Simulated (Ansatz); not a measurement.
Response to strain in HfN

The parent structure is HfN in the rock salt structure (space group Fm-3m, No. 225; a = 4.526 Å; relaxed with 0.1 eV smearing).

Strains are applied to the cell and any free atomic positions relax.

The values are results of r2SCAN in Ansatz (plane waves to 500 eV, PAW, no spin-orbit coupling), not measurements.

Notes on the quantities. energy relative to the base: free energy F.

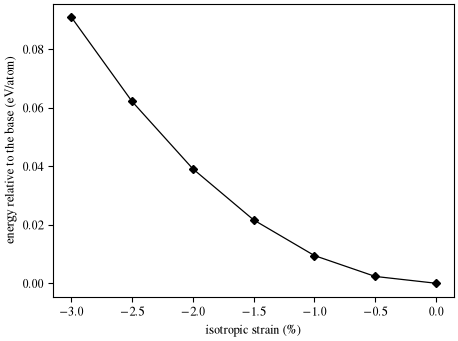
Energy relative to the base against isotropic strain

```tsv
isotropic strain (%)	energy relative to the base
-3	+91 meV/atom
-2.5	+62 meV/atom
-2	+39 meV/atom
-1.5	+22 meV/atom
-1	+9.5 meV/atom
-0.5	+2.3 meV/atom
```

No phonon test of stability was made. The final runs are not spin-polarised. An odd electron count without spin: HfN.

Ansatz is a first-principles code.
